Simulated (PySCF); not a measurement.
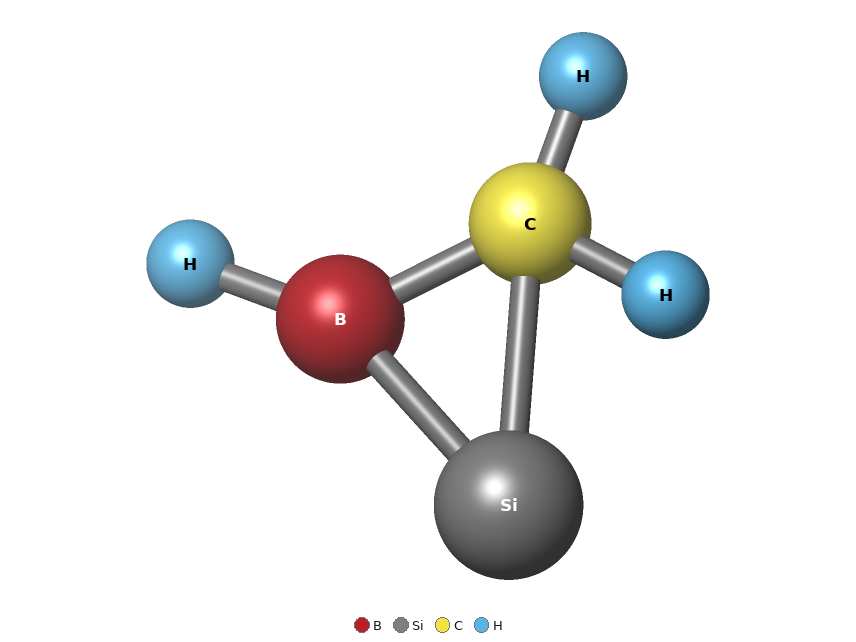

Computed geometry: PBE0-D4/def2-TZVP optimisation. No frequency run is at hand to confirm it as a minimum. Properties computed with RHF-CCSD(T), frozen core/def2-TZVPP, density fitting (PySCF 2.14.0).

Q: Give the T1 diagnostic at this level.

A: 0.016.
